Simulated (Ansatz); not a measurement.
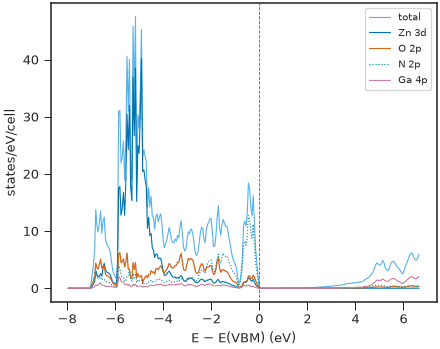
Fig. 1. Total and projected density of states of ZnGaNO in space group Pna2_1 (No. 33; Zn on 4a, Ga on 4a, O on 4a, N on 4a), DFT-r²SCAN in the program Ansatz with PAW potentials

Question: Which orbitals carry the states next to the gap?

Answer: Top 1 eV of the valence band: N 2p 68 %, O 2p 13 %, Zn 3d 10 %. Bottom 1 eV of the conduction band: Zn 4s 28 %, Ga 4s 20 %, N 2s 19 %, N 2p 10 %, O 2s 10 %, O 2p 5 %. Projections are on Löwdin-orthogonalised atomic valence shells; empty p or d shells of many metals are not among them.

Question: Where is the tallest occupied peak in this window, and what makes it?

Answer: Near -5.2 eV, about 48 states/eV per cell; the largest projected share is Zn 3d.

The start of the workflow was typed in or built on a structure type; neither database checked (COD, Materials Project) lists it. Its standing as an ambient phase is unchecked. Symmetry was held in the r²SCAN relaxation; its stability against distortions is not shown here. Spin–orbit coupling is left out wherever it is not named.

Potentials: the earlier of the program's two PAW sets.
